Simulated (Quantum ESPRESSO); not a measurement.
## MnO2: parallel and opposed starts

A self-consistent run ends on one state, which hangs on the start. Several orders of MnO2 are started in Quantum ESPRESSO and their energies compared.

Calculated with Quantum ESPRESSO 7.5; LDA; plane waves with GBRV 1.5 LDA potentials, no spin-orbit coupling.

**1. The starting structure**

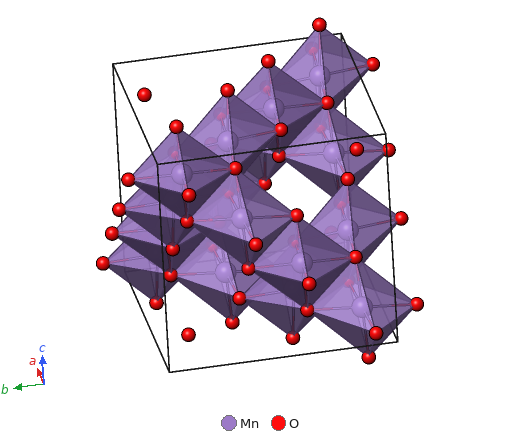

The cell as given, from a free direction (manganese light purple, oxygen red). This picture shows the conventional cell, with its axes. Bonds to atoms that aren't drawn are left out. Some periodic images of atoms are drawn too.

The cell comes from Materials Project 2023-11-01, a database of computed structures, and need not be the stable phase.

**2. Start 1: ferro ++++**

The signs are those of the starting moments on the seeded atoms, the atoms that are given a moment.

Contents of pw.in:

```
&CONTROL
  calculation = 'scf'
  prefix = 'pwscf'
  outdir = './tmp'
  pseudo_dir = './pseudo'
  disk_io = 'nowf'
/
&SYSTEM
  ibrav = 0
  nat = 12
  ntyp = 2
  ecutwfc = 40
  ecutrho = 280
  nbnd = 79
  occupations = 'smearing'
  smearing = 'fd'
  degauss = 0.00367493
  nspin = 2
  starting_magnetization(1) = 0.3
  starting_magnetization(2) = 0
/
&ELECTRONS
  conv_thr = 2.4d-08
  electron_maxstep = 150
  mixing_beta = 0.3
/
ATOMIC_SPECIES
Mn     54.9380 mn_lda_v1.5.uspp.F.UPF
O      15.9990 o_lda_v1.2.uspp.F.UPF
CELL_PARAMETERS angstrom
   0.0000000000    4.0199925062    4.0199925062
   4.0199925062    0.0000000000    4.0199925062
   4.0199925062    4.0199925062    0.0000000000
ATOMIC_POSITIONS crystal
Mn      0.6250000000    0.1250000000    0.6250000000
Mn      0.1250000000    0.6250000000    0.6250000000
Mn      0.6250000000    0.6250000000    0.1250000000
Mn      0.6250000000    0.6250000000    0.6250000000
O       0.8328612900    0.3890462400    0.3890462400
O       0.3890462400    0.8328612900    0.3890462400
O       0.3890462400    0.3890462400    0.3890462400
O       0.3890462400    0.3890462400    0.8328612900
O       0.8609537600    0.4171387100    0.8609537600
O       0.4171387100    0.8609537600    0.8609537600
O       0.8609537600    0.8609537600    0.4171387100
O       0.8609537600    0.8609537600    0.8609537600
K_POINTS automatic
4 4 4 0 0 0
```

The run is started by

```bash
$ OMP_NUM_THREADS=1 mpirun -n 4 pw.x -nk 4 -in pw.in > pw.out
```

What it wrote:

```text
Program PWSCF v.7.5 starts

     Message from routine setup:
     using ibrav=0 with symmetry is DISCOURAGED, use correct ibrav instead

     K-points division:     npool     =       4
     Subspace diagonalization in iterative solution of the eigenvalue problem:

     G-vector sticks info
     --------------------
     sticks:   dense  smooth     PW     G-vecs:    dense   smooth      PW
     Sum        2233    1273    367                69473    29939    4645

     Using Slab Decomposition

     bravais-lattice index     =            0
     lattice parameter (alat)  =      10.7433  a.u.
     unit-cell volume          =     876.8036 (a.u.)^3
     number of atoms/cell      =           12
     number of atomic types    =            2
     number of electrons       =       108.00
     number of Kohn-Sham states=           79
     kinetic-energy cutoff     =      40.0000  Ry
     charge density cutoff     =     280.0000  Ry
     scf convergence threshold =      2.4E-08
     mixing beta               =       0.3000
     number of iterations used =            8  plain     mixing
     Exchange-correlation= SLA  PZ   NOGX NOGC
                           (   1   1   0   0   0   0   0)

     celldm(1)=  10.743335  celldm(2)=   0.000000  celldm(3)=   0.000000
     celldm(4)=   0.000000  celldm(5)=   0.000000  celldm(6)=   0.000000

     crystal axes: (cart. coord. in units of alat)
               a(1) = (   0.000000   0.707107   0.707107 )
               a(2) = (   0.707107   0.000000   0.707107 )
               a(3) = (   0.707107   0.707107   0.000000 )

     reciprocal axes: (cart. coord. in units 2 pi/alat)
               b(1) = ( -0.707107  0.707107  0.707107 )
               b(2) = (  0.707107 -0.707107  0.707107 )
               b(3) = (  0.707107  0.707107 -0.707107 )

     PseudoPot. # 1 for Mn read from file:
     mn_lda_v1.5.uspp.F.UPF
     Pseudo is Ultrasoft + core correction, Zval = 15.0
     Generated by new atomic code, or converted to UPF format
     Using radial grid of  859 points,  6 beta functions with:
                l(1) =   0
                l(2) =   0
                l(3) =   1
                l(4) =   1
                l(5) =   2
                l(6) =   2
     Q(r) pseudized with  8 coefficients,  rinner =    0.950   0.950   0.950
                                                       0.950   0.950

     PseudoPot. # 2 for O  read from file:
     o_lda_v1.2.uspp.F.UPF
     Pseudo is Ultrasoft + core correction, Zval =  6.0
     Generated by new atomic code, or converted to UPF format
     Using radial grid of  737 points,  5 beta functions with:
                l(1) =   0
                l(2) =   0
                l(3) =   1
                l(4) =   1
                l(5) =   2
     Q(r) pseudized with  8 coefficients,  rinner =    0.900   0.900   0.900
                                                       0.900   0.900

     atomic species   valence    mass     pseudopotential
     Mn               15.00    54.93800     Mn( 1.00)
     O                 6.00    15.99900     O ( 1.00)

     Starting magnetic structure
     atomic species   magnetization
     Mn              0.300
     O               0.000

     48 Sym. Ops., with inversion, found (24 have fractional translation)

   Cartesian axes

     site n.     atom                  positions (alat units)
         1        Mn     tau(   1) = (   0.5303301   0.8838835   0.5303301  )
         2        Mn     tau(   2) = (   0.8838835   0.5303301   0.5303301  )
         3        Mn     tau(   3) = (   0.5303301   0.5303301   0.8838835  )
         4        Mn     tau(   4) = (   0.8838835   0.8838835   0.8838835  )
         5        O      tau(   5) = (   0.5501945   0.8640191   0.8640191  )
         6        O      tau(   6) = (   0.8640191   0.5501945   0.8640191  )
         7        O      tau(   7) = (   0.5501945   0.5501945   0.5501945  )
         8        O      tau(   8) = (   0.8640191   0.8640191   0.5501945  )
         9        O      tau(   9) = (   0.9037479   1.2175725   0.9037479  )
        10        O      tau(  10) = (   1.2175725   0.9037479   0.9037479  )
        11        O      tau(  11) = (   0.9037479   0.9037479   1.2175725  )
        12        O      tau(  12) = (   1.2175725   1.2175725   1.2175725  )

     number of k points=     8  Fermi-Dirac smearing, width (Ry)=  0.0037
                       cart. coord. in units 2pi/alat
        k(    1) = (   0.0000000   0.0000000   0.0000000), wk =   0.0156250
        k(    2) = (   0.1767767   0.1767767  -0.1767767), wk =   0.1250000
        k(    3) = (  -0.3535534  -0.3535534   0.3535534), wk =   0.0625000
        k(    4) = (   0.3535534   0.0000000   0.0000000), wk =   0.0937500
        k(    5) = (  -0.1767767  -0.5303301   0.5303301), wk =   0.3750000
        k(    6) = (   0.0000000  -0.3535534   0.3535534), wk =   0.1875000
        k(    7) = (  -0.7071068   0.0000000   0.0000000), wk =   0.0468750
        k(    8) = (  -0.7071068   0.3535534   0.0000000), wk =   0.0937500

     Dense  grid:    69473 G-vectors     FFT dimensions: (  60,  60,  60)

     Smooth grid:    29939 G-vectors     FFT dimensions: (  48,  48,  48)

     Check: negative core charge=   -0.000041
     Generating pointlists ...
     new r_m :   0.1381 (alat units)  1.4840 (a.u.) for type    1
     new r_m :   0.1381 (alat units)  1.4840 (a.u.) for type    2

     Initial potential from superposition of free atoms

     starting charge     105.9997, renormalised to     108.0000
     Starting wfcs are   84 randomized atomic wfcs

     Self-consistent Calculation

     iteration #  1     ecut=    40.00 Ry     beta= 0.30
     Davidson diagonalization with overlap
     ethr =  1.00E-02,  avg # of iterations =  6.1

     total energy              =   -1100.85260680 Ry
     estimated scf accuracy    <       9.07310223 Ry

     total magnetization       =    12.00 Bohr mag/cell
     absolute magnetization    =    12.29 Bohr mag/cell

     iteration #  2     ecut=    40.00 Ry     beta= 0.30
     Davidson diagonalization with overlap
     ethr =  8.40E-03,  avg # of iterations =  1.9

     total energy              =   -1101.67257222 Ry
     estimated scf accuracy    <       9.21180937 Ry

     total magnetization       =    10.31 Bohr mag/cell
     absolute magnetization    =    10.37 Bohr mag/cell

     iteration #  3     ecut=    40.00 Ry     beta= 0.30
     Davidson diagonalization with overlap
     ethr =  8.40E-03,  avg # of iterations =  1.2

     total energy              =   -1103.05026666 Ry
     estimated scf accuracy    <       0.94048105 Ry

     total magnetization       =    12.00 Bohr mag/cell
     absolute magnetization    =    12.48 Bohr mag/cell

     [... further iterations left out ...]

     iteration # 10     ecut=    40.00 Ry     beta= 0.30
     Davidson diagonalization with overlap
     ethr =  7.49E-08,  avg # of iterations =  2.4

     total energy              =   -1103.27370548 Ry
     estimated scf accuracy    <       0.00000077 Ry

     total magnetization       =    11.95 Bohr mag/cell
     absolute magnetization    =    12.04 Bohr mag/cell

     iteration # 11     ecut=    40.00 Ry     beta= 0.30
     Davidson diagonalization with overlap
     ethr =  7.14E-10,  avg # of iterations =  2.7

     total energy              =   -1103.27370576 Ry
     estimated scf accuracy    <       0.00000034 Ry

     total magnetization       =    11.95 Bohr mag/cell
     absolute magnetization    =    12.04 Bohr mag/cell

     iteration # 12     ecut=    40.00 Ry     beta= 0.30
     Davidson diagonalization with overlap
     ethr =  3.15E-10,  avg # of iterations =  1.5

     total energy              =   -1103.27370591 Ry
     estimated scf accuracy    <       0.00000004 Ry

     total magnetization       =    11.95 Bohr mag/cell
     absolute magnetization    =    12.04 Bohr mag/cell

     iteration # 13     ecut=    40.00 Ry     beta= 0.30
     Davidson diagonalization with overlap
     ethr =  3.43E-11,  avg # of iterations =  2.0

     Magnetic moment per site  (integrated on atomic sphere of radius R)
     atom   1 (R=0.138)  charge= 11.7488  magn=  2.4656
     atom   2 (R=0.138)  charge= 11.7488  magn=  2.4656
     atom   3 (R=0.138)  charge= 11.7488  magn=  2.4656
     atom   4 (R=0.138)  charge= 11.7488  magn=  2.4656
     atom   5 (R=0.138)  charge=  5.2099  magn=  0.0620
     atom   6 (R=0.138)  charge=  5.2099  magn=  0.0620
     atom   7 (R=0.138)  charge=  5.2099  magn=  0.0620
     atom   8 (R=0.138)  charge=  5.2099  magn=  0.0620
     atom   9 (R=0.138)  charge=  5.2099  magn=  0.0620
     atom  10 (R=0.138)  charge=  5.2099  magn=  0.0620
     atom  11 (R=0.138)  charge=  5.2099  magn=  0.0620
     atom  12 (R=0.138)  charge=  5.2099  magn=  0.0620

     End of self-consistent calculation

     [... lines left out ...]
     the Fermi energy is     7.4854 ev

!    total energy              =   -1103.27370595 Ry
     estimated scf accuracy    <          4.2E-09 Ry
     smearing contrib. (-TS)   =      -0.00053562 Ry
     internal energy E=F+TS    =   -1103.27317033 Ry

     The total energy is F=E-TS. E is the sum of the following terms:
     one-electron contribution =    -775.63560221 Ry
     hartree contribution      =     431.16857408 Ry
     xc contribution           =    -161.76341372 Ry
     ewald contribution        =    -597.04272848 Ry

     total magnetization       =    11.95 Bohr mag/cell
     absolute magnetization    =    12.04 Bohr mag/cell

     convergence has been achieved in  13 iterations

=------------------------------------------------------------------------------=
   JOB DONE.
=------------------------------------------------------------------------------=
```

Elapsed: 45 s, on 4 MPI ranks of Arm Neoverse V1, shared host; peak memory 0.76 GiB.

Spin moment in the atom's sphere by atom:

```
atom  spin moment in the atom's sphere (μB)
 Mn1                                   2.47
 Mn2                                   2.47
 Mn3                                   2.47
 Mn4                                   2.47
  O5                                   0.06
  O6                                   0.06
  O7                                   0.06
  O8                                   0.06
  O9                                   0.06
 O10                                   0.06
 O11                                   0.06
 O12                                   0.06
```

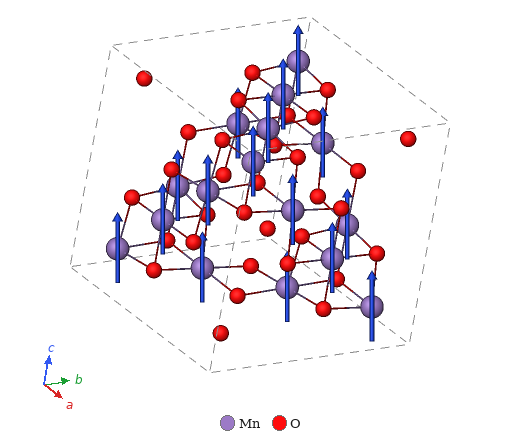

Spin moment in the atom's sphere as arrows, the longest 2.47 μB. Up and down stand for the sign. Arrows give size and sign along the axis of quantisation, drawn up and down the page. Bonds to atoms that aren't drawn are left out.

Read from the output:

| Property | Result |
| --- | --- |
| smearing term TS | 0.007287 eV |
| magnetization | 11.95 μB |
| absolute magnetization | 12.04 μB |
| final state | ferromagnetic |

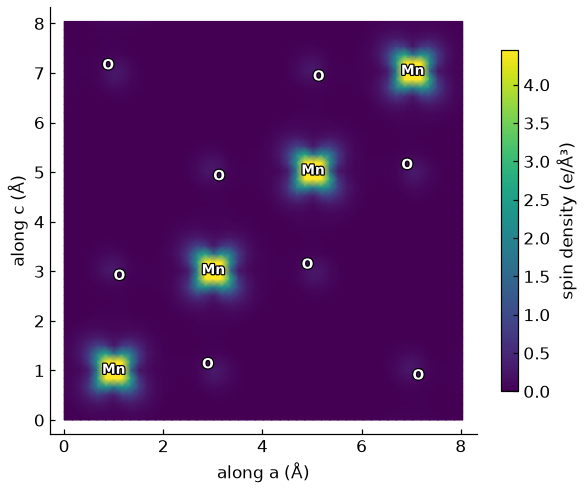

Spin density in the ac plane of the conventional cell at fractional y = 0.125, with atoms of Mn and O within 0.2 Å of it.

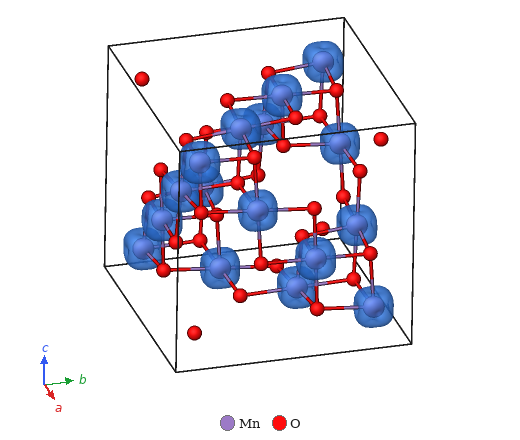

Surface of spin density = 0.49 e/Å³, which holds about 70 % of the integral of its size. Bonds to atoms that aren't drawn are left out.

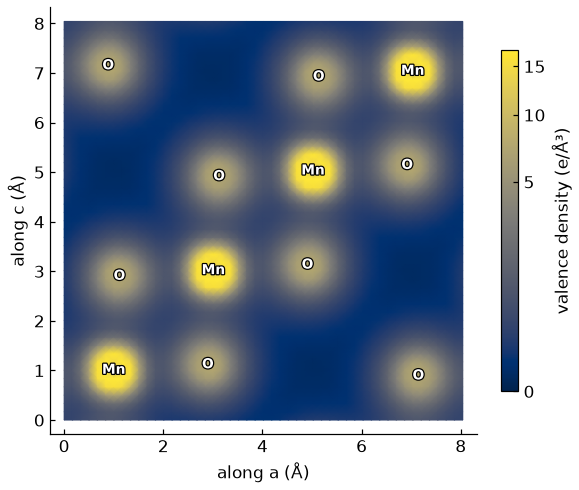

Valence density in the ac plane of the conventional cell at fractional y = 0.125, with atoms of Mn and O within 0.2 Å of it. It is the smooth field of the valence electrons, not physical close to the nuclei. The colour scale is stretched toward low values.

(Continued in part 2 of 2.)

[Logs and program files are shortened in this print: banners, set-up blocks, solver, clock and traceback lines can be left out without a mark of their own.]

[Logs are printed without paths, hosts, clocks, repeated set-up lines and the standing remarks that a program may print on its own settings, such as how far it seeks lower states.]

[Hosts, paths, dates, database ids (printed as entryN), source tags and the programs' standing remarks are cut or masked in the printed files.]

[Where a cell is said to come from a database of computed structures, the database is the Materials Project.]
